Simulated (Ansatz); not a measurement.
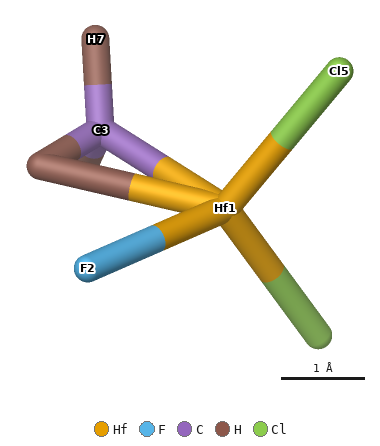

Figure 1. The starting structure (stick view, seen at a tilt; atoms are numbered from 1 in the order of the input). Sticks mark near contacts. Bond lengths as drawn: Cl–Hf 2.34 Å, C–H 1.10 to 1.11 Å, C–Hf 2.15 Å, F–Hf 2.19 Å and H–Hf 2.35 Å.

**Geometry relaxation of CH3Cl2FHf (part 1 of 2)**

The run: geometry relaxation of CH3Cl2FHf. Method and program: RKS PBE/def2-SVP (Ansatz 0.2.0).

It belongs to a series of runs on one base structure; here: end point A relaxed. Figures and captions count atoms from 1; the log counts them from 0 in places.

The input
```yaml
crystal:
  periodic: [false, false, false]
  atoms:
    - { symbol: Hf, position_ang: [0.231999, 0.043084, -1.009532] }
    - { symbol: F, position_ang: [1.773895, 1.42874, -0.297647] }
    - { symbol: C, position_ang: [-0.336391, -0.122221, 1.054081] }
    - { symbol: H, position_ang: [0.479262, 0.581069, 1.264642] }
    - { symbol: Cl, position_ang: [-1.587085, 0.92107, -2.200739] }
    - { symbol: Cl, position_ang: [0.902925, -2.078234, -1.749713] }
    - { symbol: H, position_ang: [-1.307109, 0.311737, 1.366346] }
    - { symbol: H, position_ang: [-0.157497, -1.085246, 1.572563] }
basis:
  gaussian: { orbitals: def2-SVP }
hamiltonian:
  xc: pbe
relax:
  f_tol: 0.03
  max_steps: 50
output:
  orbitals: {}
```

Launched with:
```bash
ansatz run input.yaml --threads 2 --pin off --max-ram 3072MiB --backend cpu --events-out ev --progress --plain --runs-dir out
```

Log
```
The last accepted step is kept in [file] (removed where the run ends without a failure and the disk answers)
Engine: ansatz 0.2.0, x86_64-unknown-linux-gnu
Functional definition: PBE
  parameter kappa = 0.804
  parameter beta = 0.06672455060314922
  exchange = pbe_x(kappa = kappa, mu = beta*pi^2/3)
  correlation = pbe_c(beta = beta)
1184 factors; their error is unknown
mean field evaluation 1: about -30125.2101 eV, gradient 6.9e1 eV
mean field evaluation 2: about -29887.5543 eV, gradient 3.2e2 eV
mean field evaluation 4: about -30133.1082 eV, gradient 4.2e1 eV
mean field evaluation 8: about -30136.2854 eV, gradient 2.8e-1 eV
mean field evaluation 16: about -30136.1915 eV, gradient 2.0e-3 eV
mean field -30136.19145166 eV, -1107.4846088043 hartree, gradient 5.7e-5 eV, S^2 0.000000; 0 other end points of the search recorded, 0 dependent functions left out
the calculation of the forces begins
reference -30136.19152759 eV, -1107.4846115946 hartree; 32, 32 occupied and 79, 79 virtual orbitals, 1184 factors
relax step   1: F+E_penalty+E_count = -30136.19145166 eV  Δ(F+E_penalty+E_count) = +0.000e0 eV  max|allowed force component| = 2.719e0 eV/Å  Δτ_max = 0.0000 Å  (31 SCF iters, accepted)
these checks for a lower state are left out or cut short: starts, cluster_reference, orbital_swaps, neighbouring_geometries, increment
1184 factors; their error is unknown
mean field -30136.88059168 eV, -1107.5099342328 hartree, gradient 2.4e-5 eV, S^2 0.000000; 0 other end points of the search recorded, 0 dependent functions left out
[... from here on the field's lines of each further geometry are left out, up to the last ...]
relax step   2: F+E_penalty+E_count = -30136.88059168 eV  Δ(F+E_penalty+E_count) = -6.891e-1 eV  max|allowed force component| = 8.605e-1 eV/Å  Δτ_max = 0.1944 Å  (33 SCF iters, accepted)
relax step   3: F+E_penalty+E_count = -30137.06498430 eV  Δ(F+E_penalty+E_count) = -1.844e-1 eV  max|allowed force component| = 3.484e-1 eV/Å  Δτ_max = 0.1968 Å  (35 SCF iters, accepted)
relax step   4: F+E_penalty+E_count = -30137.13600851 eV  Δ(F+E_penalty+E_count) = -7.102e-2 eV  max|allowed force component| = 4.236e-1 eV/Å  Δτ_max = 0.1950 Å  (35 SCF iters, accepted)
relax step   5: F+E_penalty+E_count = -30137.15143553 eV  Δ(F+E_penalty+E_count) = -1.543e-2 eV  max|allowed force component| = 1.674e-1 eV/Å  Δτ_max = 0.0716 Å  (30 SCF iters, accepted)
relax step   6: F+E_penalty+E_count = -30137.15358636 eV  Δ(F+E_penalty+E_count) = -2.151e-3 eV  max|allowed force component| = 1.158e-1 eV/Å  Δτ_max = 0.0360 Å  (30 SCF iters, accepted)
relax step   7: F+E_penalty+E_count = -30137.15642461 eV  Δ(F+E_penalty+E_count) = -2.838e-3 eV  max|allowed force component| = 1.102e-2 eV/Å  Δτ_max = 0.1123 Å  (29 SCF iters, accepted)
relax step   8: F+E_penalty+E_count = -30137.15821419 eV  Δ(F+E_penalty+E_count) = -1.790e-3 eV  max|allowed force component| = 2.943e-2 eV/Å  Δτ_max = 0.0410 Å  (29 SCF iters, accepted)
relax step   9: F+E_penalty+E_count = -30137.16091576 eV  Δ(F+E_penalty+E_count) = -2.702e-3 eV  max|allowed force component| = 3.582e-2 eV/Å  Δτ_max = 0.0491 Å  (29 SCF iters, accepted)
relax step  10: F+E_penalty+E_count = -30137.16495335 eV  Δ(F+E_penalty+E_count) = -4.038e-3 eV  max|allowed force component| = 5.817e-2 eV/Å  Δτ_max = 0.0607 Å  (29 SCF iters, accepted)
relax step  11: F+E_penalty+E_count = -30137.17048240 eV  Δ(F+E_penalty+E_count) = -5.529e-3 eV  max|allowed force component| = 7.974e-2 eV/Å  Δτ_max = 0.0710 Å  (29 SCF iters, accepted)
relax step  12: F+E_penalty+E_count = -30137.17069904 eV  Δ(F+E_penalty+E_count) = -2.166e-4 eV  max|allowed force component| = 5.190e-1 eV/Å  Δτ_max = 0.1950 Å  (35 SCF iters, accepted)
relax step  13: F+E_penalty+E_count = -30137.19120395 eV  Δ(F+E_penalty+E_count) = -2.050e-2 eV  max|allowed force component| = 1.901e-1 eV/Å  Δτ_max = 0.0802 Å  (29 SCF iters, accepted)
relax step  14: F+E_penalty+E_count = -30137.20162968 eV  Δ(F+E_penalty+E_count) = -1.043e-2 eV  max|allowed force component| = 2.072e-2 eV/Å  Δτ_max = 0.1239 Å  (29 SCF iters, accepted)
relax step  15: F+E_penalty+E_count = -30137.18980492 eV  Δ(F+E_penalty+E_count) = +1.182e-2 eV  max|allowed force component| = 5.061e-1 eV/Å  Δτ_max = 0.1954 Å  (35 SCF iters, rejected (line search))
relax step  16: F+E_penalty+E_count = -30137.20349426 eV  Δ(F+E_penalty+E_count) = -1.865e-3 eV  max|allowed force component| = 1.252e-1 eV/Å  Δτ_max = 0.0971 Å  (29 SCF iters, accepted)
relax step  17: F+E_penalty+E_count = -30137.20442407 eV  Δ(F+E_penalty+E_count) = -9.298e-4 eV  max|allowed force component| = 5.644e-2 eV/Å  Δτ_max = 0.0310 Å  (30 SCF iters, accepted)
the calculation of the forces begins
reference -30137.20511610 eV, -1107.5218602855 hartree; 32, 32 occupied and 79, 79 virtual orbitals, 1184 factors
relax step  18: F+E_penalty+E_count = -30137.20504007 eV  Δ(F+E_penalty+E_count) = -6.160e-4 eV  max|allowed force component| = 1.710e-3 eV/Å  Δτ_max = 0.0182 Å  (30 SCF iters, accepted)
1184 factors; their error is unknown
mean field evaluation 160: about -30137.3015 eV, gradient 1.2e-1 eV
```

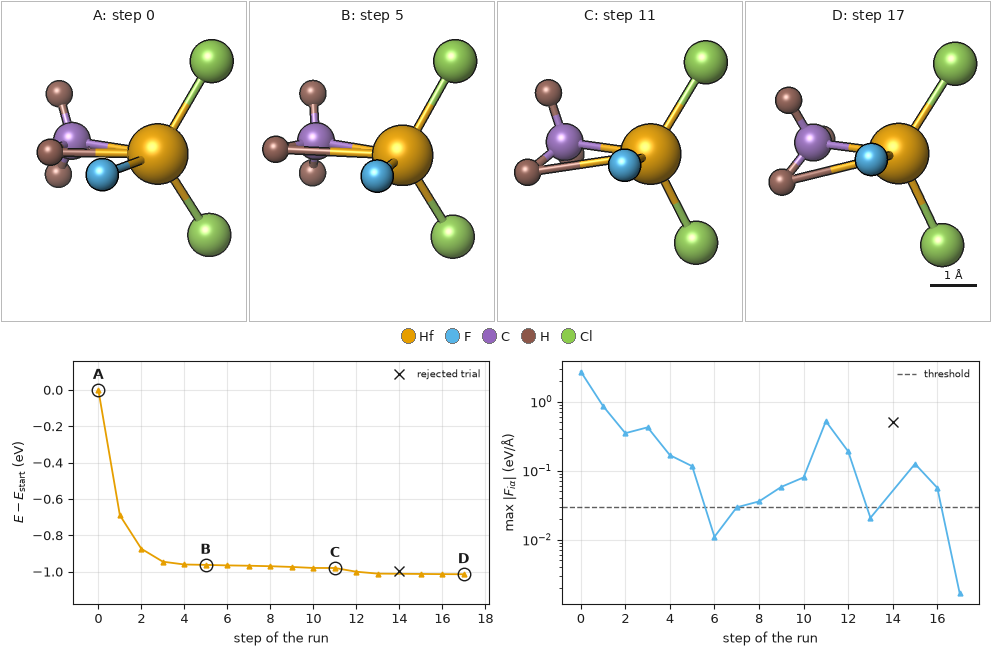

Figure 2. Frames of the relaxation (ball-and-stick view, seen at a tilt) above the curves, on which the letters mark them (the first geometry is step 0 here and step 1 in the log).

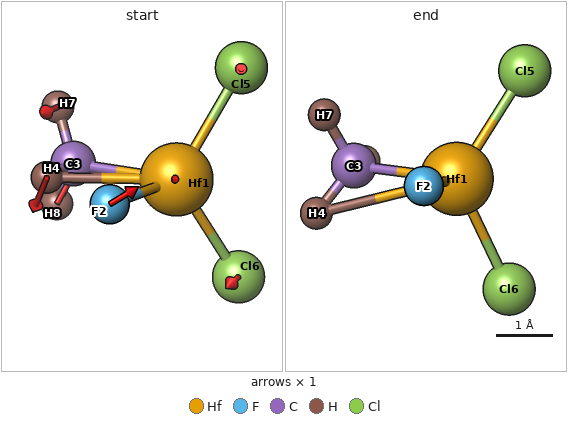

Figure 3. Before (left) and after (right) the relaxation, at one scale (ball-and-stick view, seen at a tilt). The red arrows give the displacements, at true length. The atom that moves furthest after the best rigid fit is H4 (1.04 Å). By element the largest moves are H 1.04 Å, F 0.66 Å, Cl 0.50 Å, Hf 0.15 Å, C 0.07 Å. Among the contacts that change: Hf1–H4 2.350 → 2.786 Å, Hf1–F2 2.192 → 1.909 Å, Hf1–C3 2.147 → 2.189 Å, C3–H4 1.097 → 1.113 Å. Among the angles that change: F2–Hf1–H4 57.8° → 91.3°, H4–Hf1–Cl6 118.8° → 93.5°, Hf1–C3–H4 86.5° → 110.8°. The energy falls by 1.014 eV in 17 geometry steps. Largest force component: 2.7 eV/Å at the start, 0.0017 eV/Å at the end. The line search rejected the trial step at point 14 (counted from 0) and went back. (Atoms are counted from 1 in the order of the input.)

```
mean field -30137.20504007 eV, -1107.5218574911 hartree, gradient 2.0e-5 eV, S^2 0.000000; 1 other end points of the search recorded, 0 dependent functions left out
the calculation of the forces begins
reference -30137.20511610 eV, -1107.5218602855 hartree; 32, 32 occupied and 79, 79 virtual orbitals, 1184 factors
Total energy: -30137.20511610 eV, -1107.5218602855 hartree
Atom 0 at     0.314682     0.135826    -0.978918 Å, force     0.000039     0.000148     0.001299 eV/Å
Atom 1 at     1.514443     1.619185    -0.922890 Å, force    -0.001391    -0.000347    -0.000818 eV/Å
Atom 2 at    -0.299980    -0.084509     1.110530 Å, force     0.000009    -0.000294     0.000581 eV/Å
Atom 3 at     0.581865    -0.264122     1.764958 Å, force    -0.000610    -0.000674     0.000050 eV/Å
Atom 4 at    -1.674980     0.591383    -2.159625 Å, force     0.001194    -0.000925    -0.001055 eV/Å
Atom 5 at     1.374980    -1.897971    -1.526450 Å, force    -0.000546     0.001177    -0.000240 eV/Å
Atom 6 at    -0.808523     0.837009     1.471662 Å, force     0.001710     0.000001     0.000872 eV/Å
Atom 7 at    -1.002488    -0.936802     1.240734 Å, force    -0.000405     0.000914    -0.000689 eV/Å
Dipole moment:    -0.059502    -0.011462     0.240311 e Å
```

Trajectory as extended XYZ (Å, eV, eV/Å), 18 frames, from step=1 to step=18
```
8
Properties=species:S:1:pos:R:3:forces:R:3 step=1 energy=-30136.19145
Hf    0.2320    0.0431   -1.0095    2.7194   2.4339   1.2069
F     1.7739    1.4287   -0.2976   -2.3059  -2.1627  -1.6816
C    -0.3364   -0.1222    1.0541   -0.7227  -0.6156  -0.1288
H     0.4793    0.5811    1.2646    0.3186   0.3469   0.5925
Cl   -1.5871    0.9211   -2.2007   -0.0215   0.0122   0.0027
Cl    0.9029   -2.0782   -1.7497    0.0077  -0.0225   0.0058
H    -1.3071    0.3117    1.3663    0.0051  -0.0014   0.0027
H    -0.1575   -1.0852    1.5726   -0.0007   0.0090  -0.0003
8
Properties=species:S:1:pos:R:3:forces:R:3 step=2 energy=-30136.88059
Hf    0.3260    0.1255   -0.9780   -0.8605  -0.7659  -0.3472
F     1.6865    1.3347   -0.4436    0.6903   0.5305  -0.2958
C    -0.3456   -0.1288    1.0606   -0.0098  -0.0148  -0.0584
H     0.4644    0.5797    1.3406   -0.0843   0.0292   0.6896
Cl   -1.5498    0.9247   -2.1781    0.1620   0.1212   0.0519
Cl    0.9106   -2.0388   -1.7329    0.1425   0.1442   0.0462
H    -1.3209    0.3001    1.3627   -0.0259  -0.0156  -0.0434
H    -0.1711   -1.0971    1.5688   -0.0142  -0.0289  -0.0430
8
Properties=species:S:1:pos:R:3:forces:R:3 step=3 energy=-30137.06498
Hf    0.3011    0.1040   -0.9827    0.2352   0.2068   0.0777
F     1.7309    1.3459   -0.6187   -0.2078  -0.2216  -0.3308
C    -0.3341   -0.1152    1.0872    0.2900   0.2673   0.1902
H     0.4321    0.5811    1.5348   -0.3484  -0.2736   0.1023
Cl   -1.5400    0.9614   -2.1763    0.0065   0.0700  -0.0029
Cl    0.9482   -2.0353   -1.7267    0.0706  -0.0063   0.0072
H    -1.3418    0.2755    1.3388   -0.0114  -0.0360  -0.0193
H    -0.1964   -1.1173    1.5435   -0.0347  -0.0066  -0.0244
8
Properties=species:S:1:pos:R:3:forces:R:3 step=4 energy=-30137.13601
Hf    0.3073    0.1098   -0.9768   -0.0370  -0.0301   0.0050
F     1.7576    1.3397   -0.8118    0.0108  -0.0013  -0.0698
C    -0.3219   -0.1006    1.1166    0.4053   0.3807   0.3399
H     0.3810    0.5639    1.7115   -0.4236  -0.3867  -0.2566
Cl   -1.5305    0.9987   -2.1610    0.0309  -0.0016   0.0280
Cl    0.9852   -2.0295   -1.7075    0.0011   0.0353   0.0221
H    -1.3587    0.2524    1.3129    0.0344  -0.0333  -0.0288
H    -0.2199   -1.1343    1.5159   -0.0219   0.0370  -0.0398
8
Properties=species:S:1:pos:R:3:forces:R:3 step=5 energy=-30137.15144
Hf    0.3125    0.1148   -0.9706    0.0428   0.0357  -0.0019
F     1.7721    1.3418   -0.8819   -0.0202  -0.0184  -0.0118
C    -0.3108   -0.0900    1.1265    0.1525   0.1473   0.1674
H     0.3491    0.5450    1.7725   -0.1470  -0.1387  -0.1191
Cl   -1.5293    1.0052   -2.1409   -0.0176   0.0008   0.0003
Cl    0.9902   -2.0256   -1.6873   -0.0020  -0.0171   0.0029
H    -1.3586    0.2460    1.2900    0.0084  -0.0206  -0.0162
H    -0.2251   -1.1374    1.4917   -0.0169   0.0111  -0.0215
8
Properties=species:S:1:pos:R:3:forces:R:3 step=6 energy=-30137.15359
Hf    0.3258    0.1259   -0.9714   -0.0402  -0.0211   0.0834
F     1.7841    1.3539   -0.9014    0.0085   0.0064  -0.0093
C    -0.3011   -0.0813    1.1316    0.0312   0.0073  -0.1158
H     0.3392    0.5301    1.8037   -0.0064  -0.0038   0.0162
Cl   -1.5412    0.9920   -2.1215    0.0038   0.0051  -0.0026
Cl    0.9807   -2.0294   -1.6674    0.0073   0.0029  -0.0017
H    -1.3544    0.2499    1.2645    0.0015  -0.0013   0.0162
H    -0.2331   -1.1411    1.4619   -0.0058   0.0046   0.0135
```
